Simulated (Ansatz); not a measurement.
## Dielectric response of BaHfO3 (001), BaO faces films

Aim: the electronic and static ε of perovskite BaHfO3 (001), BaO faces from films of several thicknesses in a field.

Main program and level: Ansatz 0.2.0; plane-wave DFT, PBE, Ansatz PAW, in the first sound run; inputs show where later runs differ.

### 1. The structure

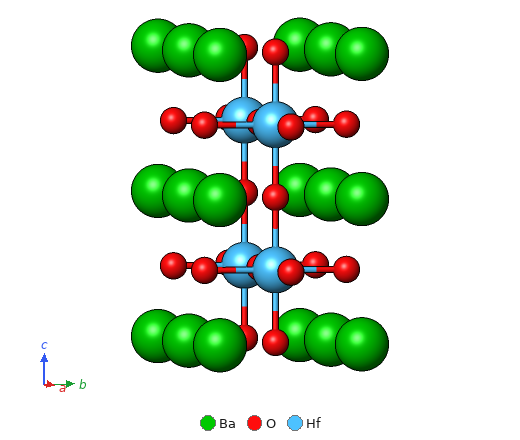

Start, viewed from the side, with the c axis up; barium green, oxygen red, hafnium blue. 2×1×1 cells are drawn. Some periodic images of atoms are drawn too.

The cell holds 12 atoms: 3 Ba, 7 O and 2 Hf. Cell: a = 4.170 Å, b = 4.170 Å, c = 26.340 Å, α = 90.0°, β = 90.0°, γ = 90.0°. It derives from BaHfO3 (perovskite BaHfO3). Vacuum lies along c.

### 2. Relaxation, 12 atoms, units 2

The structure is relaxed first, because levels and dipoles at a surface follow the positions of the outer atoms.

Input file input.yaml:

```yaml
crystal:
  lattice:
    - [4.17, 0.0, 0.0]
    - [0.0, 4.17, 0.0]
    - [0.0, 0.0, 26.34]
  atoms:
    - { symbol: Ba, position: [0.0, 0.0, 0.3416856492] }
    - { symbol: O, position: [0.5, 0.5, 0.3416856492] }
    - { symbol: Hf, position: [0.5, 0.5, 0.4208428246] }
    - { symbol: O, position: [0.0, 0.5, 0.4208428246] }
    - { symbol: O, position: [0.5, 0.0, 0.4208428246] }
    - { symbol: Ba, position: [0.0, 0.0, 0.5] }
    - { symbol: O, position: [0.5, 0.5, 0.5] }
    - { symbol: Hf, position: [0.5, 0.5, 0.5791571754] }
    - { symbol: O, position: [0.0, 0.5, 0.5791571754] }
    - { symbol: O, position: [0.5, 0.0, 0.5791571754] }
    - { symbol: Ba, position: [0.0, 0.0, 0.6583143508] }
    - { symbol: O, position: [0.5, 0.5, 0.6583143508] }
kpoints:
  mp_grid: { grid: [6, 6, 1] }
hamiltonian:
  xc: pbe
scf:
  occupations: { method: fixed }
  convergence: { dr2_threshold: 1.0e-09 }
efield:
  axis: 3
  dipole_correction: true
  ramp_position: 0.97
  ramp_width: 0.06
relax:
  f_tol: 0.003
  max_steps: 100
output:
  eigenvalues: true
  write_potential: true
  write_density: true
  volumetric_format: npy
```

Run with:

```bash
$ ansatz run input.yaml --threads 4 --pin off --max-ram 8192MiB --backend cpu --events-out ev --progress --plain --runs-dir out
```

Numbers of over 12 decimals in the logs are rounded to 6 here.

The program printed:

```text
Engine: ansatz 0.2.0, aarch64-unknown-linux-gnu
Pseudopotentials: kind: paw
Pseudopotential: Ba, paw, valence charge 10, recommended cutoff 420 eV (normal), Ba.paw.azcp
Pseudopotential: O, paw, valence charge 6, recommended cutoff 420 eV (normal), O.paw.azcp
Pseudopotential: Hf, paw, valence charge 26, recommended cutoff 420 eV (normal), Hf.paw.azcp
Functional definition: PBE
  parameter kappa = 0.804
  parameter beta = 0.066725
  exchange = pbe_x(kappa = kappa, mu = beta*pi^2/3)
  correlation = pbe_c(beta = beta)
Crystal: 12 atoms, lattice volume = 458.024 Å³
Basis set: ecut = 420 eV, 8857 PW (Γ), exchange–correlation on 60×60×360 points (8 copies of the dense FFT grid, shifted against one another)
Bands: 75, of which v1, the nominal top of the filled ones, is band 62 counted from 1 (61 counted from 0)
Symmetry: 8 space group operations
k-points: 10 of 36
Non-local potential: Ba, projectors of the file, l = 0: 3, l = 1: 2, l = 2: 2, l = 3: 2
Non-local potential: O, projectors of the file, l = 0: 2, l = 1: 2, l = 2: 1
Non-local potential: Hf, projectors of the file, l = 0: 3, l = 1: 2, l = 2: 2, l = 3: 3
PAW form: soft (Blöchl's): semilocal exchange-correlation on the pseudo side does not see the compensation charge
PAW one-centre angular grid: Ba, 194 points (default); XC on 64 Gauss nodes
PAW one-centre angular grid: O, 110 points (default); XC on 64 Gauss nodes
PAW one-centre angular grid: Hf, 590 points (default); XC on 64 Gauss nodes
Initial density: superposition of atomic densities (neutral atoms: chi_scale 0, normalization atom), corrected by the library's trained network
Initial wavefunctions: pseudopotential atomic-orbital guess
Functional: x = pbe(κ = 0.804, μ = 0.219515), c = pbe(β = 0.066725)
SCF iter   1: F=—  HF=-53283.409096 eV  |F-HF|=—  |Δ(HF+E_count)|=         —  Δρ=1.01e-3  dr2=1.30e-2  ethr=1.77e-3  p=0.000 e·Å  D=5.22e-14 V/Å  ΔV_dip=-0.00 eV  dr2_dipole=6.66e-9  V_vac-E_F(+/−)=3.71/3.71 eV  ⟨swp⟩=5.2  Hψ=2786  notcnv=0  defer=101
efield: sawtooth ramp at fractional position 0.9700 (set: `efield.ramp_position`, or a place that a band, a saddle search or an elastic batch's reference lends), width 0.0600; the density the first Hamiltonian is built on has a dipole p = 0.000 e·Å; the dipole correction subtracts the counter field D = 5.22e-14 V/Å, which shifts the + side's vacuum level by -0.00 eV against the − side's; the planar-averaged density in the ramp window peaks in size at 1.4e-5 e/Å³
preconditioner: auto → Resta (q_TF=auto, 2.194 Å⁻¹)  ε∞=2.5  [insulator: Δε(μ)=2.420 eV  Ē_g=15.532 eV  n_scr=90 (ndim 8)  ℏωp=19.0 eV  f_vac=0.566  ε∞_Penn≈2.5  vacuum switching on, ρ_ref=1.7e-2 e/Å³]
SCF iter   2: F=—  HF=-53283.412736 eV  |F-HF|=—  |Δ(HF+E_count)|=   3.64e-3  Δρ=7.53e-4  dr2=2.51e-3  ethr=1.05e-5  p=0.000 e·Å  D=1.32e-5 V/Å  ΔV_dip=-0.00 eV  dr2_dipole=4.38e-9  V_vac-E_F(+/−)=3.47/3.47 eV  ⟨swp⟩=3.8  Hψ=1578  notcnv=0  defer=110
density mixer auto → msr1: gapped (density of states about μ 0.04 of a free-electron gas's, 90 screened modes)
SCF iter   3: F=—  HF=-53283.413934 eV  |F-HF|=—  |Δ(HF+E_count)|=   1.20e-3  Δρ=3.40e-4  dr2=7.27e-4  ethr=2.03e-6  p=0.000 e·Å  D=8.17e-7 V/Å  ΔV_dip=-0.00 eV  dr2_dipole=9.46e-12  V_vac-E_F(+/−)=3.41/3.41 eV  ⟨swp⟩=3.1  Hψ=1236  notcnv=0  defer=110
SCF iter   4: F=—  HF=-53283.414349 eV  |F-HF|=—  |Δ(HF+E_count)|=   4.15e-4  Δρ=1.42e-4  dr2=1.11e-4  ethr=5.86e-7  p=-0.000 e·Å  D=-2.70e-6 V/Å  ΔV_dip=0.00 eV  dr2_dipole=2.75e-10  V_vac-E_F(+/−)=3.34/3.34 eV  ⟨swp⟩=3.1  Hψ=1201  notcnv=0  defer=110
SCF iter   5: F=—  HF=-53283.414387 eV  |F-HF|=—  |Δ(HF+E_count)|=   3.84e-5  Δρ=6.71e-5  dr2=1.82e-5  ethr=8.99e-8  p=-0.000 e·Å  D=-2.72e-7 V/Å  ΔV_dip=0.00 eV  dr2_dipole=7.84e-14  V_vac-E_F(+/−)=3.32/3.32 eV  ⟨swp⟩=2.9  Hψ=1343  notcnv=0  defer=110
SCF iter   6: F=—  HF=-53283.414383 eV  |F-HF|=—  |Δ(HF+E_count)|=   4.37e-6  Δρ=1.97e-5  dr2=1.53e-6  ethr=1.47e-8  p=-0.000 e·Å  D=-2.08e-7 V/Å  ΔV_dip=0.00 eV  dr2_dipole=3.61e-13  V_vac-E_F(+/−)=3.31/3.31 eV  ⟨swp⟩=2.0  Hψ=1167  notcnv=0  defer=104
SCF iter   7: F=—  HF=-53283.414657 eV  |F-HF|=—  |Δ(HF+E_count)|=   2.74e-4  Δρ=8.58e-6  dr2=3.00e-7  ethr=1.24e-9  p=-0.000 e·Å  D=-2.97e-7 V/Å  ΔV_dip=0.00 eV  dr2_dipole=2.10e-12  V_vac-E_F(+/−)=3.31/3.31 eV  ⟨swp⟩=2.1  Hψ=1323  notcnv=0  defer=93
SCF iter   8: F=—  HF=-53283.414657 eV  |F-HF|=—  |Δ(HF+E_count)|=   4.36e-7  Δρ=2.38e-6  dr2=3.21e-8  ethr=2.42e-10  p=-0.000 e·Å  D=-5.20e-9 V/Å  ΔV_dip=0.00 eV  dr2_dipole=2.38e-15  V_vac-E_F(+/−)=3.31/3.31 eV  ⟨swp⟩=2.1  Hψ=1308  notcnv=0  defer=96
SCF iter   9: F=—  HF=-53283.414657 eV  |F-HF|=—  |Δ(HF+E_count)|=   7.95e-8  Δρ=1.25e-6  dr2=7.15e-9  ethr=2.59e-11  p=0.000 e·Å  D=7.92e-8 V/Å  ΔV_dip=-0.00 eV  dr2_dipole=2.22e-13  V_vac-E_F(+/−)=3.31/3.31 eV  ⟨swp⟩=2.1  Hψ=1252  notcnv=0  defer=98
iter 10 did not close the SCF: its close was put off until two iterations running show no level that it waits for move by more than its bar (scf_convergence_deferred on its scf_iter line)
SCF iter  10: F=-53283.414657 eV  HF=-53283.414657 eV  |F-HF|=3.64e-11  |Δ(HF+E_count)|=  6.26e-10  Δρ=3.54e-7  dr2=4.93e-10  ethr=1.00e-12  p=-0.000 e·Å  D=-7.45e-9 V/Å  ΔV_dip=0.00 eV  dr2_dipole=6.67e-15  V_vac-E_F(+/−)=3.31/3.31 eV  ⟨swp⟩=20.1  Hψ=7290  notcnv=0
iter 11 did not close the SCF: its close was put off until two iterations running show no level that it waits for move by more than its bar (scf_convergence_deferred on its scf_iter line)
SCF iter  11: F=-53283.414657 eV  HF=-53283.414657 eV  |F-HF|=2.47e-10  |Δ(HF+E_count)|=  1.24e-10  Δρ=1.35e-7  dr2=6.39e-11  ethr=1.00e-12  p=-0.000 e·Å  D=-5.31e-10 V/Å  ΔV_dip=0.00 eV  dr2_dipole=8.28e-18  V_vac-E_F(+/−)=3.31/3.31 eV  ⟨swp⟩=6.1  Hψ=4729  notcnv=0
SCF iter  12: F=-53283.414657 eV  HF=-53283.414657 eV  |F-HF|=2.04e-10  |Δ(HF+E_count)|=  3.27e-10  Δρ=4.22e-8  dr2=7.93e-12  ethr=1.00e-12  p=0.000 e·Å  D=4.36e-9 V/Å  ΔV_dip=-0.00 eV  dr2_dipole=3.44e-17  V_vac-E_F(+/−)=3.31/3.31 eV  ⟨swp⟩=6.7  Hψ=4060  notcnv=0
SCF 1 converged in 12 iterations: F = -53283.414657 eV  dr2 = 7.93e-12
  greatest PAW one-centre occupation: 0.999 electrons in one spin orbital (limit 2), on the Hf atom at site 7 (counted from 0), in its partial waves of l = 0
relax step   1: F+E_penalty+E_count = -53283.41465711 eV  Δ(F+E_penalty+E_count) = +0.000e0 eV  max|allowed force component| = 9.085e-1 eV/Å  Δτ_max = 0.0000 Å  (12 SCF iters, accepted)
Initial density: handed on by an earlier stage of this run
Initial wavefunctions: those handed on with the density
[...]
SCF 3 converged in 10 iterations: F = -53283.539875 eV  dr2 = 8.56e-10
relax step   3: F+E_penalty+E_count = -53283.53987491 eV  Δ(F+E_penalty+E_count) = -1.252e-1 eV  max|allowed force component| = 4.177e-1 eV/Å  Δτ_max = 0.0855 Å  (10 SCF iters, accepted)
[...]
relax step   4: F+E_penalty+E_count = -53283.54831527 eV  Δ(F+E_penalty+E_count) = -8.440e-3 eV  max|allowed force component| = 4.064e-2 eV/Å  Δτ_max = 0.0212 Å  (9 SCF iters, accepted)
[...]
relax step   5: F+E_penalty+E_count = -53283.54889603 eV  Δ(F+E_penalty+E_count) = -5.808e-4 eV  max|allowed force component| = 1.255e-2 eV/Å  Δτ_max = 0.0062 Å  (8 SCF iters, accepted)
SCF iter   1: F=—  HF=-53283.548777 eV  |F-HF|=—  |Δ(HF+E_count)|=         —  Δρ=1.78e-4  dr2=3.25e-4  ethr=3.22e-6  p=-0.000 e·Å  D=-1.23e-8 V/Å  ΔV_dip=0.00 eV  dr2_dipole=2.52e-13  V_vac-E_F(+/−)=3.78/3.78 eV  ⟨swp⟩=2.9  Hψ=1198  notcnv=0  defer=110
efield: sawtooth ramp at fractional position 0.9700 (set: `efield.ramp_position`, or a place that a band, a saddle search or an elastic batch's reference lends), width 0.0600; the density the first Hamiltonian is built on has a dipole p = -0.000 e·Å; the dipole correction subtracts the counter field D = -1.23e-8 V/Å, which shifts the + side's vacuum level by +0.00 eV against the − side's; the planar-averaged density in the ramp window peaks in size at 3.5e-6 e/Å³
preconditioner: auto → Resta (q_TF=auto, 2.194 Å⁻¹)  ε∞=2.5  [insulator: Δε(μ)=2.868 eV  Ē_g=15.707 eV  n_scr=90 (ndim 8)  ℏωp=19.0 eV  f_vac=0.568  ε∞_Penn≈2.5  vacuum switching on, ρ_ref=1.8e-2 e/Å³]
SCF iter   2: F=—  HF=-53283.548704 eV  |F-HF|=—  |Δ(HF+E_count)|=   7.36e-5  Δρ=8.43e-5  dr2=3.69e-5  ethr=2.62e-7  p=0.000 e·Å  D=8.22e-8 V/Å  ΔV_dip=-0.00 eV  dr2_dipole=3.56e-13  V_vac-E_F(+/−)=3.79/3.79 eV  ⟨swp⟩=2.0  Hψ=1077  notcnv=0  defer=108  κ⁻¹=1.0e0(r=1)
density mixer auto → broyden: gapped, where msr1 would fit the directions that read negative (density of states about μ 0.02 of a free-electron gas's, 90 screened modes)
SCF iter   3: F=—  HF=-53283.548700 eV  |F-HF|=—  |Δ(HF+E_count)|=   3.29e-6  Δρ=5.56e-5  dr2=1.31e-5  ethr=2.98e-8  p=-0.000 e·Å  D=-3.39e-8 V/Å  ΔV_dip=0.00 eV  dr2_dipole=1.37e-13  V_vac-E_F(+/−)=3.78/3.78 eV  ⟨swp⟩=2.0  Hψ=1153  notcnv=0  defer=68  κ⁻¹=1.4e-1(r=2)
SCF iter   4: F=—  HF=-53283.548693 eV  |F-HF|=—  |Δ(HF+E_count)|=   7.03e-6  Δρ=1.88e-5  dr2=1.38e-6  ethr=1.05e-8  p=0.000 e·Å  D=1.19e-8 V/Å  ΔV_dip=-0.00 eV  dr2_dipole=2.13e-20  V_vac-E_F(+/−)=3.78/3.78 eV  ⟨swp⟩=2.1  Hψ=1146  notcnv=0  defer=68  κ⁻¹=1.0e-2(r=3)
SCF iter   5: F=—  HF=-53283.548966 eV  |F-HF|=—  |Δ(HF+E_count)|=   2.73e-4  Δρ=7.04e-6  dr2=1.35e-7  ethr=1.11e-9  p=0.000 e·Å  D=2.02e-8 V/Å  ΔV_dip=-0.00 eV  dr2_dipole=7.66e-15  V_vac-E_F(+/−)=3.78/3.78 eV  ⟨swp⟩=2.0  Hψ=1192  notcnv=0  defer=68  κ⁻¹=1.0e-3(r=4)
SCF iter   6: F=—  HF=-53283.548966 eV  |F-HF|=—  |Δ(HF+E_count)|=   2.96e-8  Δρ=2.94e-6  dr2=2.49e-8  ethr=1.09e-10  p=0.000 e·Å  D=3.04e-9 V/Å  ΔV_dip=-0.00 eV  dr2_dipole=1.23e-15  V_vac-E_F(+/−)=3.78/3.78 eV  ⟨swp⟩=2.0  Hψ=1273  notcnv=0  defer=68  κ⁻¹=2.8e-4(r=5)
SCF iter   7: F=—  HF=-53283.548966 eV  |F-HF|=—  |Δ(HF+E_count)|=   6.46e-9  Δρ=6.83e-7  dr2=1.12e-9  ethr=2.01e-11  p=0.000 e·Å  D=4.92e-9 V/Å  ΔV_dip=-0.00 eV  dr2_dipole=3.28e-15  V_vac-E_F(+/−)=3.78/3.78 eV  ⟨swp⟩=2.0  Hψ=1181  notcnv=0  defer=68  κ⁻¹=8.2e-6(r=6)
SCF iter   8: F=-53283.548966 eV  HF=-53283.548966 eV  |F-HF|=1.16e-10  |Δ(HF+E_count)|=  7.71e-10  Δρ=3.37e-7  dr2=2.45e-10  ethr=1.00e-12  p=0.000 e·Å  D=1.64e-8 V/Å  ΔV_dip=-0.00 eV  dr2_dipole=1.62e-17  V_vac-E_F(+/−)=3.78/3.78 eV  ⟨swp⟩=14.1  Hψ=5454  notcnv=0
SCF 6 converged in 8 iterations: F = -53283.548966 eV  dr2 = 2.45e-10
relax step   6: F+E_penalty+E_count = -53283.54896601 eV  Δ(F+E_penalty+E_count) = -6.998e-5 eV  max|allowed force component| = 2.198e-3 eV/Å  Δτ_max = 0.0029 Å  (8 SCF iters, accepted)
WARN: The output density's exchange-correlation potential varies sharply where the density is thin. Do not read a vacuum level from v_tot or v_xc, or from such a field of the output density. On a cell that repeats whose density bears no net charge and no dipole along the vacuum's axis use v_es (v_loc + v_h of the components); under efield.dipole_correction with no amplitude use v_es + v_field, which holds any externa [...]
SCF converged after 8 iterations
Stability not checked: this state was not tested for a lower state beside it, because the mixer in use, unlike msr1, does not test its closes by its own steps (another_mixer; see scf.mixing.algorithm and scf.lower_state_search)
Free energy (F): -53283.548966 eV
Harris-Foulkes:  -53283.548966 eV  (|F-HF|=1.16e-10)
Internal energy: -53283.548966 eV  (E = F + TS)
E sigma→0 (E₀):  -53283.548966 eV
Fermi energy:    2.258646 eV
Dipole field:    D = 0.000000 V/Å  (p = 0.000000 e·Å, saw-weighted, corrected)
Work function:   Φ+ = 3.7813 eV   Φ− = 3.7814 eV
Levels:          The Fermi level and band energies are counted from a zero that moves with the ramp; work functions are not
--- Per-component energies (eV) ---
  E_band       = -1212.342399
  E_kinetic    = 2576.211247
  E_local      = -161392.040249  (includes V_loc(G=0)·N_el)
  E_nonlocal   = -1979.160612
  E_hartree    = 79349.361740
  E_xc         = -1626.901028
  E_vxc        = -1606.144682  (∫ρ·V_xc dr)
  E_paw        = -30638.620045  (= ΣΔE_a)
  E_vpaw       = 2490.051778  (= ΣTr[D̂ρ^β])
  E_aug_tail   = 0.017142  (compensation charges beyond the density's cutoff)
  E_efield     = 0.000000  (sawtooth field / dipole correction)
  E_vefield    = -0.000000  (∫n·V_field dr)
  E_ewald      = 60427.582838
  E_smearing   = -0.000000  (= −TS)
  E_closure    = 0.000000  (closes the sum)
  Σ components = -53283.548966   (vs F -53283.548966, Δ=0.00e0)
--- Forces (eV/Å), atoms counted from 1 ---
  atom   1  Ba     0.00000000     0.00000000    -0.00007958
  atom   2  O     -0.00000000     0.00000000    -0.00037711
  atom   3  Hf     0.00000000     0.00000000    -0.00219825
  atom   4  O      0.00000000     0.00000000     0.00044931
  atom   5  O      0.00000000     0.00000000     0.00044931
  atom   6  Ba     0.00000000     0.00000000    -0.00000026
  atom   7  O      0.00000000     0.00000000     0.00000040
  atom   8  Hf    -0.00000000     0.00000000     0.00219786
  atom   9  O     -0.00000000     0.00000000    -0.00044926
  atom  10  O     -0.00000000     0.00000000    -0.00044926
  atom  11  Ba    -0.00000000     0.00000000     0.00007940
  atom  12  O      0.00000000     0.00000000     0.00037738
  max |Σ_I F_I| component: 7.27e-8 eV/Å
--- Band table (eV; the first three rows and the last of 10) ---
  k-point 0: bands = [... 58 lower, 1.9031, 2.1386, 2.1740, 2.1740, 5.1357, 5.2191, 5.8551, 6.0220, ... 9 higher]
  k-point 1: bands = [... 58 lower, 1.7649, 1.8599, 2.0665, 2.2586, 5.3684, 5.4261, 6.4620, 6.4736, ... 9 higher]
  k-point 2: bands = [... 58 lower, 1.8114, 1.8828, 2.1217, 2.2133, 5.9900, 6.0217, 6.8824, 7.1464, ... 9 higher]
  k-point 9: bands = [... 58 lower, 2.1177, 2.1177, 2.2316, 2.2316, 7.2065, 7.2065, 7.3219, 7.3219, ... 9 higher]
--- Relaxed structure (6 steps of the walk, 5 accepted, 0 SCFs on fresh bases) ---
  F+E_penalty+E_count = -53283.54896601 eV   max|allowed force component| = 2.198e-3 eV/Å
  atoms:
    - { symbol: Ba, position: [0, 0.0, 0.344328] }
    - { symbol: O, position: [0.5, 0.5, 0.339938] }
    - { symbol: Hf, position: [0.5, 0.5, 0.418164] }
    - { symbol: O, position: [0, 0.5, 0.419004] }
    - { symbol: O, position: [0.5, 0.0, 0.419004] }
    - { symbol: Ba, position: [0, 0.0, 0.500000] }
    - { symbol: O, position: [0.5, 0.5, 0.500000] }
    - { symbol: Hf, position: [0.5, 0.5, 0.581836] }
    - { symbol: O, position: [0, 0.5, 0.580996] }
    - { symbol: O, position: [0.5, 0.0, 0.580996] }
    - { symbol: Ba, position: [0, 0.0, 0.655672] }
    - { symbol: O, position: [0.5, 0.5, 0.660062] }
```

The job ended after 62 s (4 threads of Arm Neoverse V2, shared host; peak memory 1.2 GiB).

Relaxation path:

```tsv
step	energy less that of the first step (eV)	largest force component (eV/Å)
1	0.0000	0.9085
2	0.0253	1.0544
3	-0.1252	0.4177
4	-0.1337	0.0406
5	-0.1342	0.0126
6	-0.1343	0.0022
```

Relaxation step 2 was tried and not accepted.

Forces are held to the 8 operations that the run works with; a distortion that breaks them can't arise in this run.

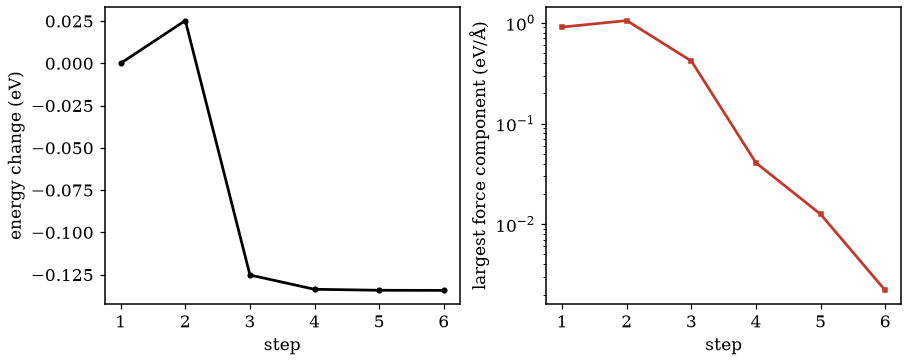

Energy and largest force along the relaxation.

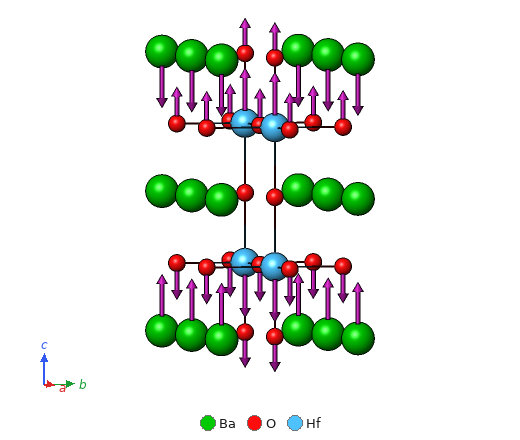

Displacements in the relaxation, exaggerated; the longest in the cell stands for 0.07 Å. 2×1×1 cells are drawn. Some periodic images of atoms are drawn too.

The atoms that moved most (Å):

```tsv
atom	dx	dy	dz	length
Hf3	0.000	0.000	-0.071	0.071
Hf8	0.000	0.000	0.071	0.071
Ba1	0.000	0.000	0.070	0.070
Ba11	0.000	0.000	-0.070	0.070
O5	0.000	0.000	-0.048	0.048
O4	0.000	0.000	-0.048	0.048
O9	0.000	0.000	0.048	0.048
O10	0.000	0.000	0.048	0.048
```

This step gave:

```yaml
gap_on_the_k_mesh: 2.877 eV
dipole_along_the_normal: 5.05e-8 e·Å
ionisation_energy_upper_face: 3.781 eV
electron_affinity_upper_face: 0.9043 eV
```

Running mean over 4.17 Å of the planar mean; the ramp of the sawtooth is left out. Table of electron's electrostatic potential energy less the highest filled level by z:

```tsv
z (Å)	electron's electrostatic potential energy less the highest filled level (eV)
4	3.78
6	3.58
8	-0.382
10	-4.51
12	-4.51
14	-4.38
16	-4.61
18	-0.829
20	3.21
22	3.78
```

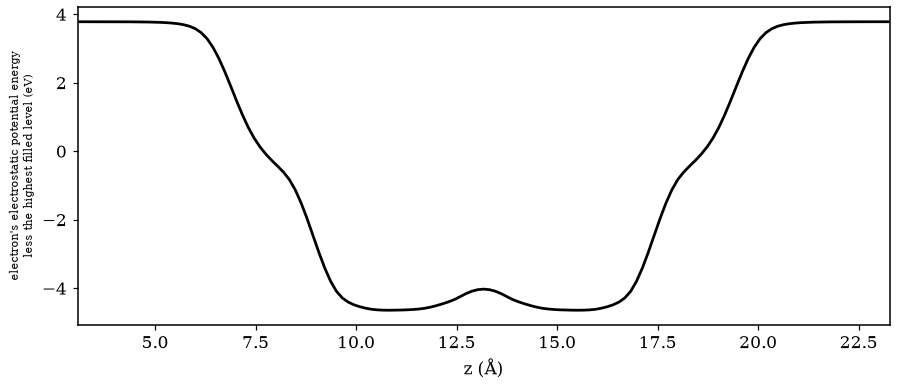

Electron's electrostatic potential energy less the highest filled level, plotted against z.

The relaxation took 6 steps and lowered the energy by 0.13 eV; the largest force on the free atoms ends at 0.0022 eV/Å.

The gap is 2.88 eV, with the valence edge 3.78 eV and the conduction edge 0.90 eV under the upper vacuum level.

(Part 1 of 5 ends here.)

[Logs are printed without paths, hosts, clocks, repeated set-up lines and the standing remarks that a program may print on its own settings, such as how far it seeks lower states.]

[Hosts, paths, dates, database ids (printed as entryN), source tags and the programs' standing remarks are cut or masked in the printed files.]

[Maps of the electrostatic potential energy from Ansatz leave out the sawtooth potential of an applied field or a dipole correction, so their vacuum need not be flat; planar profiles and work functions include it.]
